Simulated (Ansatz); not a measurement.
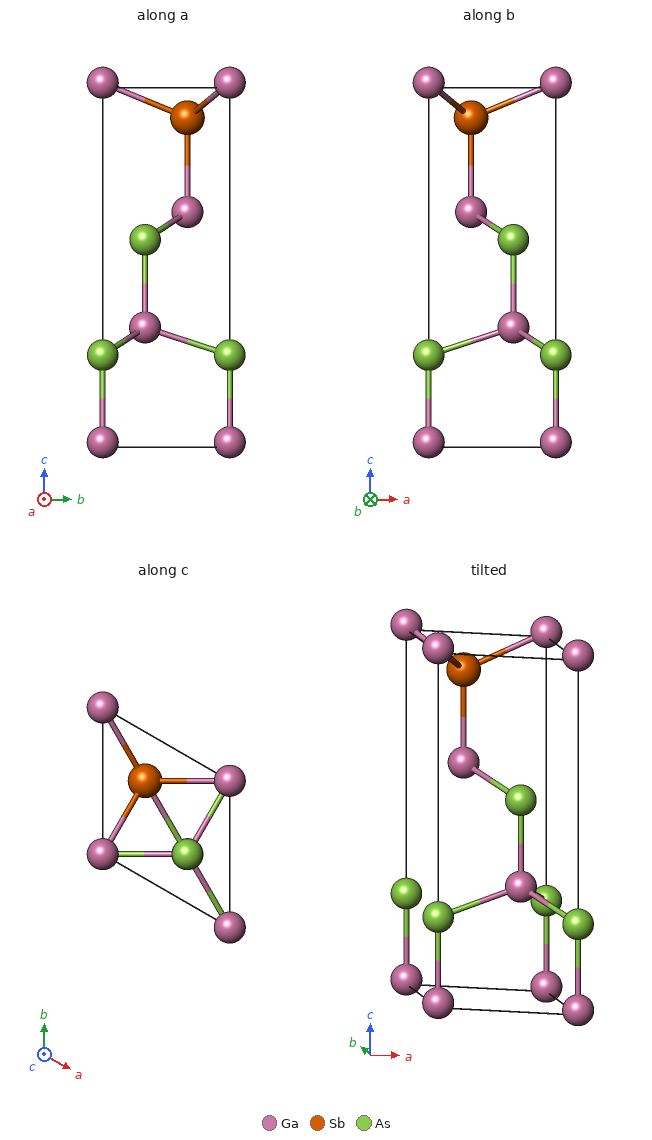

Ball-and-stick representation of a periodic structure, projected along the a axis, along the b axis, along the c axis and slightly off an axis. The wireframe shows the conventional unit cell.

Lattice parameters: a = 4.178 Å, b = 4.178 Å, c = 10.239 Å, α = 90.00°, β = 90.00°, γ = 120.00°.

Q: Reconstruct the structure as a table of Wyckoff sites, with free fractional coordinates to two decimals.

A: Space group P3m1 (No. 156).
| atom | site | x | y | z |
| --- | --- | --- | --- | --- |
| Ga | 1a | 0.00 | 0.00 | 0.01 |
| Ga | 1c | 0.6667 | 0.3333 | 0.33 |
| Ga | 1b | 0.3333 | 0.6667 | 0.65 |
| Sb | 1b | 0.3333 | 0.6667 | 0.92 |
| As | 1a | 0.00 | 0.00 | 0.26 |
| As | 1c | 0.6667 | 0.3333 | 0.58 |

Provenance: a structure type filled with these elements by a generator (whether the compound takes this form wasn't checked). The final geometry of a relaxation with DFT PBE, scalar-relativistic, plane waves, PAW (Ansatz 0.2.0) is shown.
